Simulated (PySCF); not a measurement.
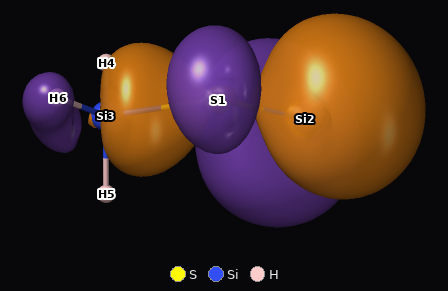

Figure. H$_{3}$SSi$_{2}$ (SMILES [Si+]#S[SiH3]) (charge +1). One frontier orbital at ±0.06 Å⁻³ᐟ² (orange and purple are the two phases), seen from one side.

Geometry: B3LYP-D3(BJ)/def2-SVP.

Computed with Gaussian-basis quantum chemistry of an isolated molecule with PySCF, energy and nuclear gradient, functional PBE0 (PySCF 2.14.0).

| atom | x (Å) | y (Å) | z (Å) |
| --- | --- | --- | --- |
| S | -1.6905 | -0.7254 | 1.9564 |
| Si | -2.8802 | -2.3593 | 1.7651 |
| Si | -0.3246 | -0.3425 | 0.1326 |
| H | 0.5037 | -1.5633 | 0.0425 |
| H | -1.2690 | -0.1477 | -0.9876 |
| H | 0.3704 | 0.8711 | 0.6044 |

> Which orbital is it: HOMO or LUMO?

The LUMO, at −8.70 eV. By Hirshfeld shares it lies mainly on Si2 (about 75 %), S1 (about 15 %) and Si3 (about 10 %).
